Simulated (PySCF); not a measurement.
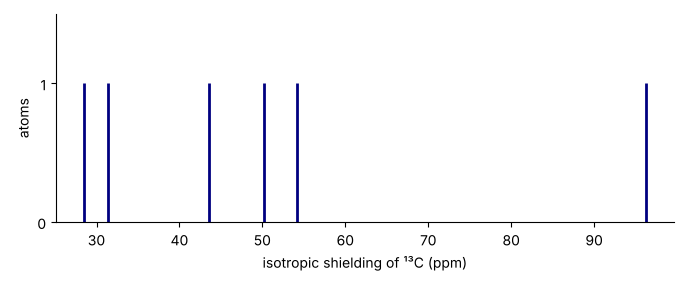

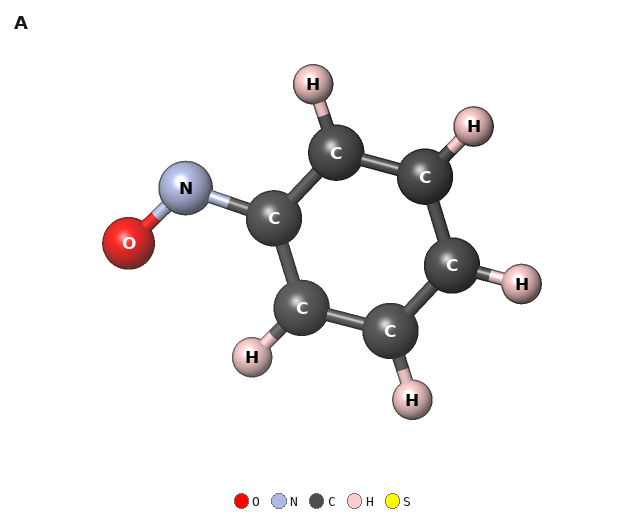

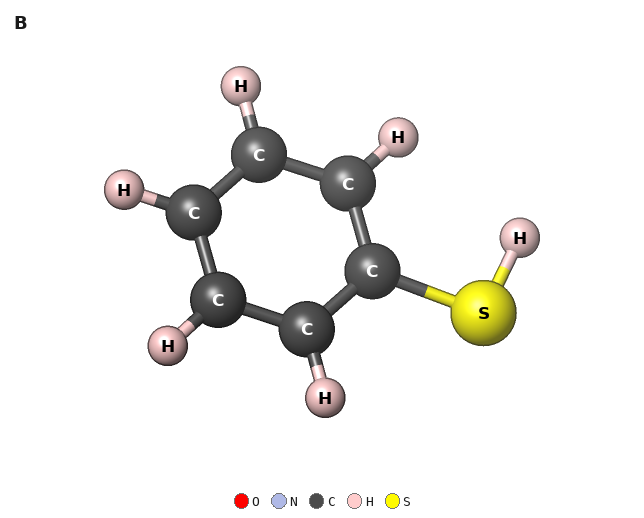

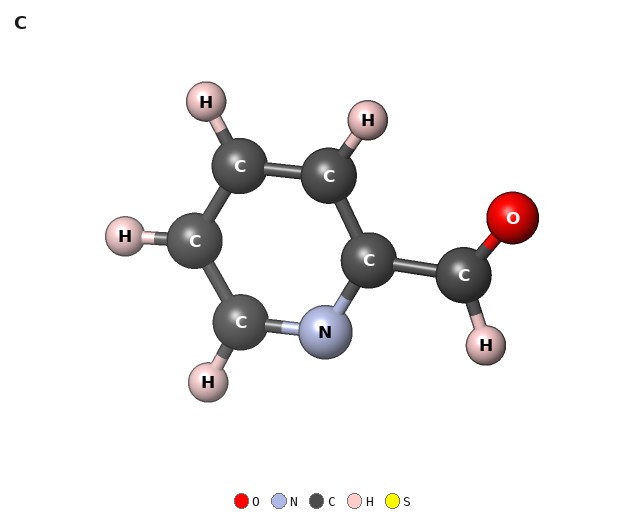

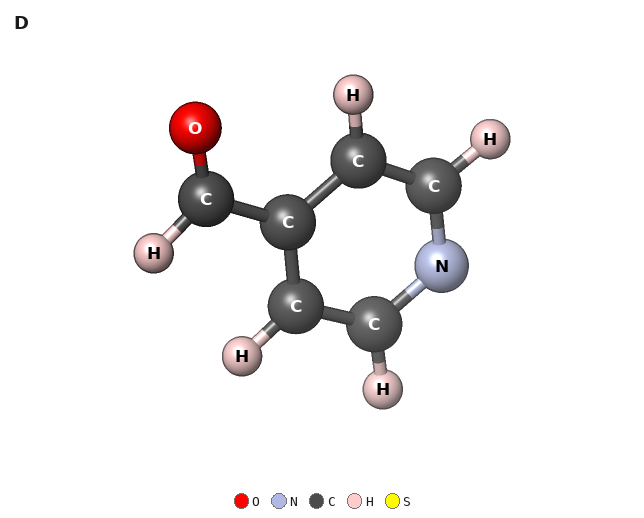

The sticks are computed shieldings of one of the molecules, for one fixed geometry (GFN2-xTB) without averaging over rotations. Low shielding means a high chemical shift. Method: GIAO PBE0/pcSseg-1 NMR shielding, non-relativistic, gas phase (PySCF 2.14.0).

Which molecule gives this pattern?

Answer. A, `O=Nc1ccccc1`. Its 6 C atoms give lines at 28.5, 31.4, 43.6, 50.1, 54.2, 96.2 ppm.
